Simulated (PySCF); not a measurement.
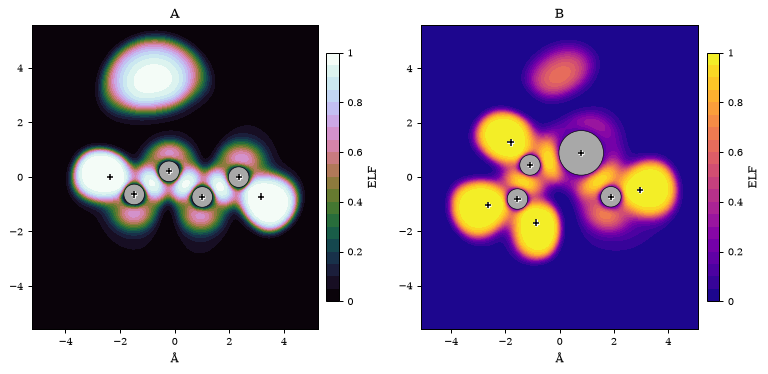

The ELF of 2 systems, each on a plane through atoms (crosses mark nuclei in the plane; grey discs cover the cores).

Method: PySCF, CAM-B3LYP/def2-SVPD, SCF density, gas phase.

System 1: C5H12P2, the plane of atoms C3, C4 and H14. Geometry: GFN2-xTB.

```yaml
atoms:
  - { symbol: C, position_ang: [-1.1553, -1.7088, -0.6823] }
  - { symbol: C, position_ang: [-1.1377, -0.1861, -0.7123] }
  - { symbol: C, position_ang: [0.0772, 0.4327, -0.0030] }
  - { symbol: C, position_ang: [0.0210, 1.9568, -0.1671] }
  - { symbol: C, position_ang: [0.0860, 0.0837, 1.4806] }
  - { symbol: P, position_ang: [1.6228, -0.1270, -0.9450] }
  - { symbol: P, position_ang: [2.9278, -0.6039, 0.5229] }
  - { symbol: H, position_ang: [-0.2209, -2.1058, -1.0828] }
  - { symbol: H, position_ang: [-1.2821, -2.0826, 0.3303] }
  - { symbol: H, position_ang: [-1.9739, -2.0878, -1.2897] }
  - { symbol: H, position_ang: [-2.0498, 0.1966, -0.2459] }
  - { symbol: H, position_ang: [-1.1355, 0.1455, -1.7544] }
  - { symbol: H, position_ang: [0.0264, 2.2324, -1.2213] }
  - { symbol: H, position_ang: [0.8778, 2.4267, 0.3149] }
  - { symbol: H, position_ang: [-0.8876, 2.3515, 0.2856] }
  - { symbol: H, position_ang: [0.8793, 0.6251, 1.9952] }
  - { symbol: H, position_ang: [0.2474, -0.9814, 1.6366] }
  - { symbol: H, position_ang: [-0.8668, 0.3614, 1.9308] }
  - { symbol: H, position_ang: [3.9341, -0.9197, -0.4004] }
```

System 2: C4H9ClGe, the plane of atoms C2, C1 and H8. Geometry: PBE0-D3(BJ)/def2-SVP.

```yaml
atoms:
  - { symbol: C, position_ang: [2.3012, -0.2897, -0.7156] }
  - { symbol: C, position_ang: [1.4896, 0.4857, 0.0088] }
  - { symbol: Ge, position_ang: [-0.3507, 0.0291, 0.4130] }
  - { symbol: C, position_ang: [-0.8313, -1.6828, -0.3938] }
  - { symbol: C, position_ang: [-1.4915, 1.4598, -0.3212] }
  - { symbol: Cl, position_ang: [-1.0497, 3.0281, 0.4235] }
  - { symbol: H, position_ang: [1.9755, -1.2543, -1.1219] }
  - { symbol: H, position_ang: [3.3351, -0.0007, -0.9375] }
  - { symbol: H, position_ang: [1.8688, 1.4412, 0.3914] }
  - { symbol: H, position_ang: [-0.5794, 0.0092, 1.9383] }
  - { symbol: H, position_ang: [-1.8748, -1.9393, -0.1610] }
  - { symbol: H, position_ang: [-0.1845, -2.4840, -0.0070] }
  - { symbol: H, position_ang: [-0.7167, -1.6411, -1.4872] }
  - { symbol: H, position_ang: [-1.3495, 1.5549, -1.4069] }
  - { symbol: H, position_ang: [-2.5571, 1.2806, -0.1214] }
```

Q: Which map belongs to which system?

A: Panel A is system 1, C5H12P2: the plane holds C and H. C–C (1.52 Å): the ELF peaks at about 0.95 between the atoms: a shared electron pair. Panel B is system 2, C4H9ClGe: the plane holds C, Ge and H. C–C (1.34 Å): the ELF peaks at about 0.90 between the atoms (a multiple bond).
